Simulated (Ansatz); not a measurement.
# A family of molecules: the dipole moment

One atom is swapped for its congeners: CHBr3 `BrC(Br)Br`; SiHBr3 `Br[SiH](Br)Br`; SnHBr3 `[Br][SnH]([Br])[Br]`. The Ge member is missing. All are singlets with charge 0.

Shapes, held fixed at every level: PBE0-D4/def2-TZVP. Programs: Ansatz 0.2.0. Values in D.

| level | CHBr3 | SiHBr3 | SnHBr3 |
| --- | --- | --- | --- |
| PBE-D4/def2-TZVPP | 0.85 | 0.56 | 1.48 |
| r2SCAN-D4/def2-TZVPP | 0.92 | 0.62 | 1.59 |
| B3LYP-D4/def2-TZVPP | 0.89 | 0.64 | 1.57 |
| wB97M-V/def2-TZVPP | 0.90 | 0.66 | 1.63 |
| measured | 0.99 | – | – |

At wB97M-V/def2-TZVPP the dipole moment isn't monotonic: it is largest for Sn and smallest for Si (1.63 and 0.66 D). Every level shows the same order. Measured values: NIST CCCBDB. For atoms past krypton def2 sets carry core potentials with scalar relativity. Relativity is left out for Br unless named. Magnitudes only: a dipole under 1 D may point either way.

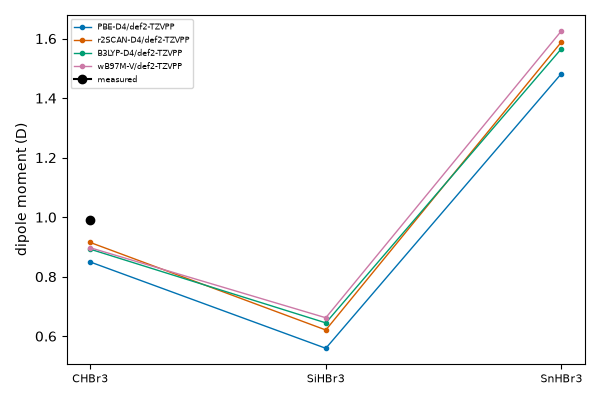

The trend along the series, level by level.
